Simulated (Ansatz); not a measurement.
Ligand exchange: GaH(CH3)F + SiH3(SH) → GaH(CH3)(SH) + SiH3F

Species: GaH(CH3)F, singlet; SiH3(SH) (sulfanylsilane), singlet; GaH(CH3)(SH), singlet; SiH3F `F[SiH3]`, singlet. The partners trade F for SH: Ga–F and Si–SH bonds give way to Ga–SH and Si–F.

Shapes, held fixed at every level: PBE0-D4/def2-TZVP. Flexible molecules stand in one conformer, not always the lowest. Programs: Ansatz 0.2.0. Electronic energies: no zero-point or thermal term.

```json
{"level": "HF/def2-SVP", "kind": "Hartree–Fock", "ΔE (kJ/mol)": "-64.1", "less CCSD(T)/def2-TZVPP": "+10.5", "CPU time (sum over the molecules)": "–"}
{"level": "SPW92/def2-TZVPP", "kind": "LDA", "ΔE (kJ/mol)": "-67.3", "less CCSD(T)/def2-TZVPP": "+7.3", "CPU time (sum over the molecules)": "9.9 s"}
{"level": "PBE-D4/def2-TZVPP", "kind": "GGA", "ΔE (kJ/mol)": "-62.8", "less CCSD(T)/def2-TZVPP": "+11.8", "CPU time (sum over the molecules)": "16 s"}
{"level": "PBE0-D4/def2-TZVPP", "kind": "global hybrid", "ΔE (kJ/mol)": "-68.0", "less CCSD(T)/def2-TZVPP": "+6.6", "CPU time (sum over the molecules)": "19 s"}
{"level": "r2SCAN0-D4/def2-TZVPP", "kind": "global hybrid", "ΔE (kJ/mol)": "-72.8", "less CCSD(T)/def2-TZVPP": "+1.8", "CPU time (sum over the molecules)": "32 s"}
{"level": "wB97M-V/def2-TZVPP", "kind": "range-separated hybrid", "ΔE (kJ/mol)": "-70.6", "less CCSD(T)/def2-TZVPP": "+4.0", "CPU time (sum over the molecules)": "62 s"}
{"level": "CCSD(T)/def2-SVP", "kind": "coupled cluster or CI", "ΔE (kJ/mol)": "-59.7", "less CCSD(T)/def2-TZVPP": "+14.9", "CPU time (sum over the molecules)": "14 s"}
{"level": "CCSD(T)/def2-TZVPP", "kind": "coupled cluster or CI", "ΔE (kJ/mol)": "-74.6", "less CCSD(T)/def2-TZVPP": "0.0", "CPU time (sum over the molecules)": "3.6 min"}
```

The highest level, CCSD(T)/def2-TZVPP, gives ΔE = -74.6 kJ/mol; the levels span -74.6 to -59.7. The column of differences is taken from that level and isn't an error. No measured value is set beside it here. Relativity is left out for Ga unless named. Correlated rows may include outer-core shells of Ga, which these sets cover unevenly. Times are processor times on shared x86 and Arm servers, and rough.

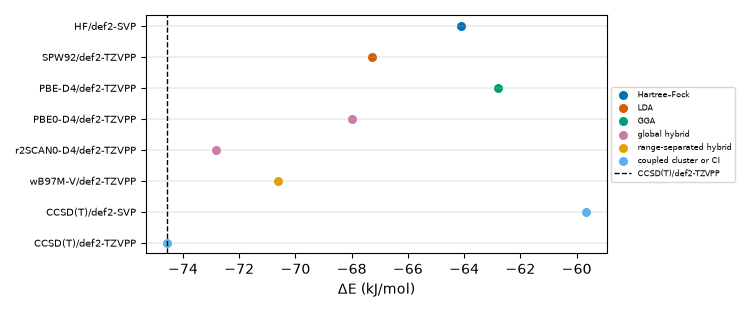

The values of the table, level by level.
